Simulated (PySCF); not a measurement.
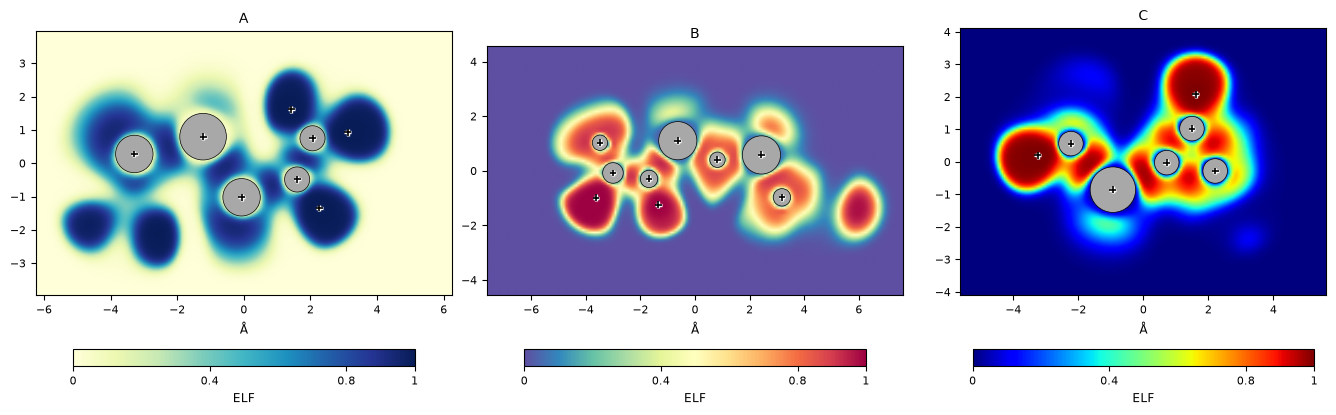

The ELF of 3 systems, each on a plane through atoms (crosses mark nuclei in the plane; grey discs cover the cores).

Theory: PBE0/pcSseg-1, SCF density, gas phase, non-relativistic in PySCF.

System 1: C3H10N2O2Si3, the plane of atoms N3, Si4 and O5. Geometry: GFN2-xTB.

```tsv
atom	x (Å)	y (Å)	z (Å)
O	4.7842	-0.3304	-0.7414
C	4.2268	-0.5836	0.2977
N	2.9367	-0.2951	0.5156
Si	2.0503	0.4823	-0.7801
O	0.6073	0.6976	-0.0913
Si	-0.9585	1.1024	-0.2771
C	-1.9569	-0.1120	-1.3051
C	-2.9938	-0.6699	-0.6828
Si	-3.2340	-0.1540	1.1115
N	-1.8027	0.8242	1.2025
H	4.7437	-1.0728	1.1444
H	2.5200	-0.5307	1.4020
H	2.6320	1.7847	-1.0718
H	1.9379	-0.4246	-1.9140
H	-0.9774	2.4920	-0.7293
H	-1.7247	-0.3432	-2.3369
H	-3.6389	-1.3819	-1.1819
H	-4.4437	0.6524	1.3156
H	-3.1697	-1.2643	2.0683
H	-1.5438	1.2934	2.0513
```

System 2: C4H10S2Si, the plane of atoms C2, C1 and H9. Geometry: GFN2-xTB.

```tsv
atom	x (Å)	y (Å)	z (Å)
C	-3.3591	0.4658	0.5420
C	-2.6104	1.2888	-0.1689
S	-0.9878	1.0291	-0.7723
Si	-0.4463	-0.9310	-0.0571
S	1.4797	-1.4136	-0.8327
C	2.3350	0.2073	-0.8828
C	2.6256	0.7505	0.5007
H	-3.0326	-0.5132	0.8451
H	-4.3483	0.7609	0.8465
H	-2.9589	2.2667	-0.4637
H	-0.4315	-0.8844	1.4009
H	-1.3407	-1.9337	-0.6045
H	3.2558	0.0097	-1.4300
H	1.7134	0.8897	-1.4607
H	1.6999	0.9878	1.0221
H	3.1810	0.0213	1.0863
H	3.2180	1.6598	0.4193
```

System 3: C5H9ClOSi, the plane of atoms C5, Si6 and C7. Geometry: GFN2-xTB.

```tsv
atom	x (Å)	y (Å)	z (Å)
O	-1.8179	-0.6301	1.3726
C	-2.4777	0.0166	0.3123
C	-1.5206	0.4546	-0.7902
C	-0.5792	-0.5235	-1.3935
C	-0.0314	0.3112	-0.5438
Si	1.3527	0.8594	0.5595
C	2.8701	-0.1932	0.0486
Cl	2.4773	-1.9197	0.2782
H	-1.2875	-1.3507	1.0116
H	-3.2671	-0.6318	-0.1035
H	-2.9550	0.8946	0.7547
H	-1.8908	1.2848	-1.3851
H	-0.4845	-1.3454	-2.0608
H	1.6791	2.2690	0.3130
H	1.0361	0.5833	1.9584
H	3.7486	0.0088	0.6561
H	3.1407	-0.0759	-0.9980
```

Match each panel to its system.

Answer. Panel A is system 2, C4H10S2Si: the plane holds C, S, Si and H. C–C (1.32 Å): the ELF peaks at about 0.90 between the atoms (a short, multiple covalent bond). Panel B is system 1, C3H10N2O2Si3: the plane holds O, C, N, Si and H. C–O (1.21 Å): the ELF peaks at about 0.85 between the atoms; a multiple bond. Panel C is system 3, C5H9ClOSi: the plane holds C, Si and H. C–C (1.31 Å): the ELF peaks at about 0.85 between the atoms (a short, multiple covalent bond).
